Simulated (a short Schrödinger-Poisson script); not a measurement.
System: gated In0.52Al0.48As/In0.53Ga0.47As δ-doped gas in a quantum well, at 20 K.

| layer | material | thickness (nm) | Na (cm⁻³) |
|---|---|---|---|
| 1 | In0.52Al0.48As | 30 | - |
| 2 | In0.52Al0.48As | 5 | - |
| 3 | In0.53Ga0.47As | 10 | - |
| 4 | In0.52Al0.48As | 4000 | 3e14 |

Constants are typed, rounded textbook-type inputs, not results; the design itself was drawn at random and stands for no fabricated device. In0.52Al0.48As: permittivity 12.5, conduction-band edge (eV) 0.52, gap (eV) 1.45, electron mass (mₑ) 0.075, Nv at 300 K (cm⁻³) 1.1e19. In0.53Ga0.47As: permittivity 13.9, conduction-band edge (eV) 0, gap (eV) 0.74, Nv at 300 K (cm⁻³) 7.7e18.

Channel valleys (confinement mass, in-plane density-of-states mass, number): Γ 0.041, 0.041, 1. At the gate the conduction-band edge of layer 1 lies 0.65 eV − eVg above the Fermi level of the channel; the field vanishes at the back. Sheet of ionised δ-doping: +3.4e12 e/cm² at 30 nm from the gate. The barrier under the gate holds no holes. Gaps are held at their typed values at every temperature. Mesh 0.08 nm at interfaces.

Solved with a short Schrödinger-Poisson script written for these runs: 1D Poisson equation in equilibrium, electrons quantum, Hartree (BenDaniel-Duke, 40 states a valley, the channel's in-plane mass for all, wave functions free to enter the barrier), parabolic valleys, classical holes, full ionisation, no traps, pinning or gate leakage.

Only gate voltages with over 1e8 electrons/cm² are shown.

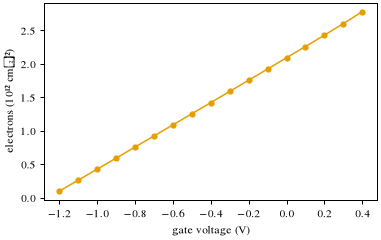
Fig. 1. Sheet density against gate voltage

| Vg (V) | electrons (cm⁻²) | in the channel layer | C (μF/cm²) | Γ E0 (meV) | Γ E1 (meV) |
|---|---|---|---|---|---|
| 0.4 | 2.78e12 | 2.66e12 | 0.285 | -154.4 | -7.9 |
| 0.3 | 2.60e12 | 2.50e12 | 0.283 | -148.9 | -2.7 |
| 0.2 | 2.43e12 | 2.34e12 | 0.272 | -141.7 | 4.3 |
| 0.1 | 2.26e12 | 2.18e12 | 0.270 | -131.9 | 14.1 |
| 0 | 2.09e12 | 2.02e12 | 0.270 | -122.1 | 23.9 |
| -0.1 | 1.92e12 | 1.86e12 | 0.269 | -112.3 | 33.8 |
| -0.2 | 1.76e12 | 1.70e12 | 0.269 | -102.5 | 43.7 |
| -0.3 | 1.59e12 | 1.54e12 | 0.268 | -92.8 | 53.6 |
| -0.4 | 1.42e12 | 1.38e12 | 0.268 | -83.0 | 63.5 |
| -0.5 | 1.26e12 | 1.22e12 | 0.267 | -73.3 | 73.5 |
| -0.6 | 1.09e12 | 1.06e12 | 0.266 | -63.6 | 83.5 |
| -0.7 | 9.23e11 | 8.98e11 | 0.266 | -53.9 | 93.5 |
| -0.8 | 7.58e11 | 7.38e11 | 0.265 | -44.2 | 103.6 |
| -0.9 | 5.92e11 | 5.77e11 | 0.265 | -34.6 | 113.7 |
| -1 | 4.28e11 | 4.17e11 | 0.264 | -25.0 | 123.9 |
| -1.1 | 2.63e11 | 2.57e11 | 0.263 | -15.4 | 134.1 |
| -1.2 | 9.94e10 | 9.71e10 | 0.262 | -5.7 | 144.5 |

Subbands count from the Fermi level.
